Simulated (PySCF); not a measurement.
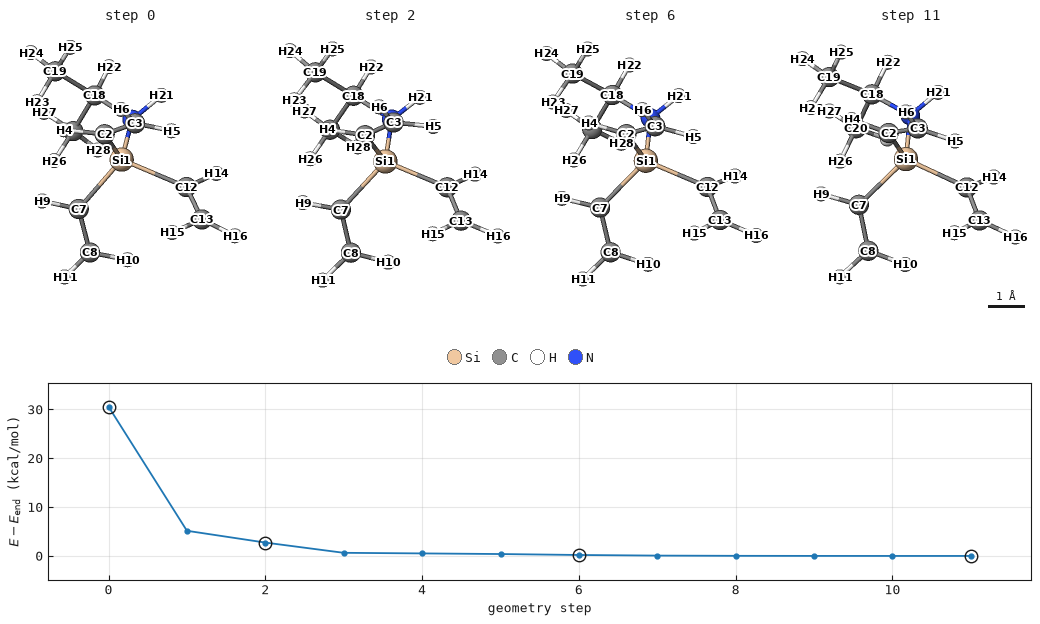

Frames of a relaxation of C9H17NSi, marked on the history of the run. A ball-and-stick model, seen from a free direction.

The start comes from GFN2-xTB. Its atoms were then displaced at random by about 0.03 Å.

Computed with PBE0-D3(BJ)/def2-SVP geometry optimisation, gas phase (PySCF). 

What happens along the run?

The atom that moves furthest after the best rigid fit is an H atom (0.46 Å). By element the largest moves are H 0.46 Å, C 0.28 Å, N 0.13 Å, Si 0.13 Å. Among the contacts that change: C–H 0.997 → 1.096 Å, C–Si 1.972 → 1.875 Å, C–H 1.166 → 1.101 Å, C–H 1.034 → 1.096 Å. Among the angles between lasting bonds that change: C–C–H 132.6° → 122.3°, C–C–H 112.4° → 121.7°, N–C–H 113.0° → 106.3°. After 11 geometry steps the energy has fallen by 30.6 kcal/mol. The run took 2.9 min on 2 threads of AMD EPYC 9R45 96-Core Processor (shared host). From step 0 to 2: an H atom moves most (0.19 Å), energy −27.8 kcal/mol. From step 2 to 6: an H atom moves most (0.29 Å), energy −2.54 kcal/mol. From step 6 to 11: H atoms move most (0.21 Å), energy −0.20 kcal/mol.

```csv
step,"E − E(0), kcal/mol"
0,0.00
1,-25.43
2,-27.85
3,-29.94
4,-30.06
5,-30.19
6,-30.39
7,-30.51
8,-30.56
9,-30.58
10,-30.58
11,-30.58
```
